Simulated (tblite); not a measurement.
# C5H6O3SSi: the cost of one run

Computed with tblite 0.8.0 and PySCF 2.14.0, with density-fitted response routines of our own, on a single molecule in the gas phase. Atoms count from 0, in the outputs and in this text.

## 1. The starting structure

16 atoms, charge 0, multiplicity 1; geometry from: force field or distance geometry start.

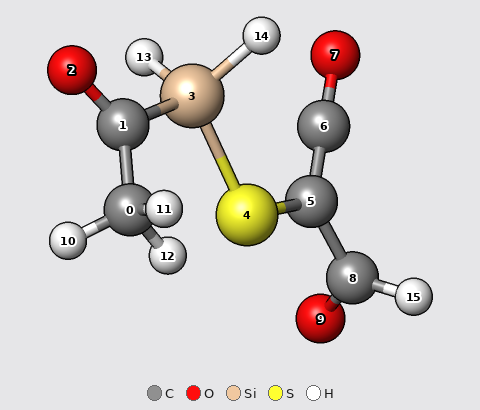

As it starts; carbon grey, oxygen red, silicon light orange, sulfur yellow, hydrogen white, atoms numbered.

## 2. Relaxing the molecule with GFN2-xTB

Job settings and geometry (Å):

```
{"job": {"kind": "relax", "xc": "GFN2-xTB", "basis": "xTB"}, "charge": 0, "multiplicity": 1}
C      2.786800     0.617500    -0.535200
C      2.424500    -0.749000    -0.129100
O      3.267200    -1.664500    -0.098100
Si     0.686700    -1.136800     0.387400
S     -0.478100     0.565000    -0.236100
C     -2.202000     0.345200     0.091400
C     -2.676000    -0.739900     0.663700
O     -3.130600    -1.767900     1.205300
C     -3.108300     1.433200    -0.288800
O     -3.749000     1.420000    -1.374500
H      3.378500     0.655200    -1.461700
H      3.367500     1.166700     0.237000
H      1.874700     1.253900    -0.727200
H      0.164000    -2.339000    -0.260400
H      0.594900    -1.306200     1.873200
H     -3.208600     2.255400     0.444100
```

Command:

```sh
$ OMP_NUM_THREADS=1 python probes_run.py task.json out
```

This one command runs all jobs of the session in turn.

Q: Estimate the wall time of this first job on 1 thread of Arm Neoverse V1, shared host.

About 2.1 s.
